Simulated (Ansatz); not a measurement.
## Electronic structure of ClFH$_{3}$InO$_{2}$ in real space

The calculation's input:

```
crystal:
  periodic: [false, false, false]
  atoms:
    - { symbol: In, position_ang: [0.020437, -0.298173, -0.038442] }
    - { symbol: O, position_ang: [0.088519, -0.251029, 1.962931] }
    - { symbol: H, position_ang: [-0.776727, -0.393667, 2.373716] }
    - { symbol: Cl, position_ang: [2.097033, -0.361914, -1.104658] }
    - { symbol: O, position_ang: [-1.645073, -0.449746, -1.129901] }
    - { symbol: H, position_ang: [-2.440839, -0.468034, -0.574607] }
    - { symbol: F, position_ang: [0.281031, 2.528686, 1.181612] }
    - { symbol: H, position_ang: [0.397618, 1.925377, 1.879049] }
basis:
  gaussian: { orbitals: def2-SVP }
hamiltonian:
  xc: b3lyp
  dispersion: d4
relax:
  f_tol: 0.03
  max_steps: 50
output:
  orbitals: {}
```

Command:

```sh
ansatz run input.yaml --threads 2 --pin off --max-ram 3072MiB --backend cpu --events-out ev --progress --plain --runs-dir out
```

The fields are those of the run's last geometry, not of the input's.

Core potentials replace the inner electrons of In.

Theory: RKS B3LYP-D4/def2-SVP in Ansatz.

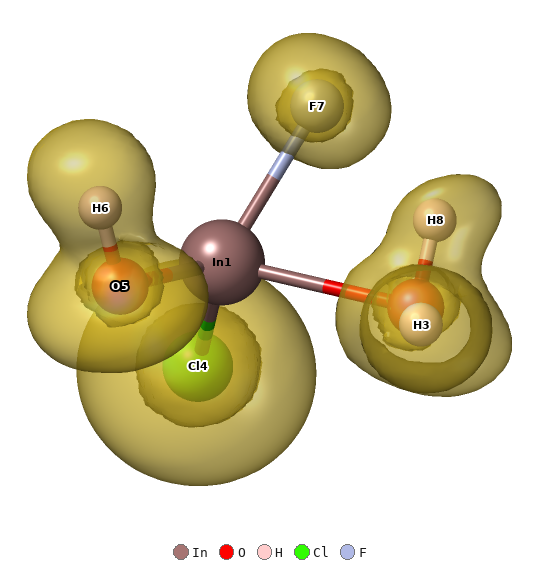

Figure 1. Isosurface of the electron localisation function at 0.75 (yellow), seen from one side. Only the valence region is drawn (cores and ρ < 0.01 e/Å³ removed).

What do the ELF domains correspond to?

The ELF exceeds this value in one region wrapped around Cl (its valence shell), one region wrapped around F (its valence shell) and two joined regions spread over several atoms (H, O), in which their bonds and any lone pairs are merged. Along the contacts the grid gives the following. In–O (2.00 Å): the ELF peaks at about 0.80 in the valence shell of O, 0.6 Å from its nucleus, and drops to about 0.15 between the two atoms. In–F (2.01 Å): the ELF peaks at about 0.85 in the valence shell of F, 0.5 Å from its nucleus, and drops to about 0.10 between the two atoms.

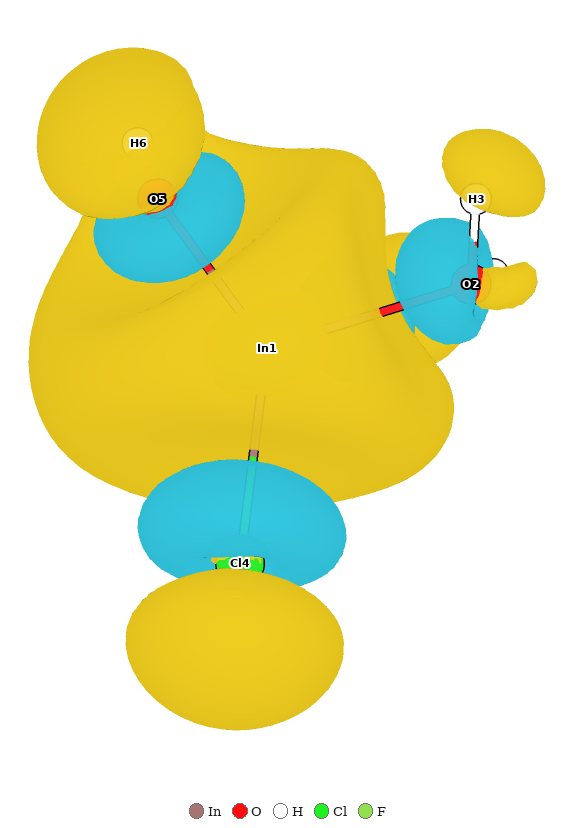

Figure 2. The LUMO at ±0.06 Å⁻³ᐟ² (yellow and cyan are the two phases), seen across its widest extent.

What is the character of this orbital?

It lies mainly on In1 (about 50 %), Cl4 (about 20 %), O5 (about 15 %) and F7 (about 10 %). Its energy is −2.18 eV.
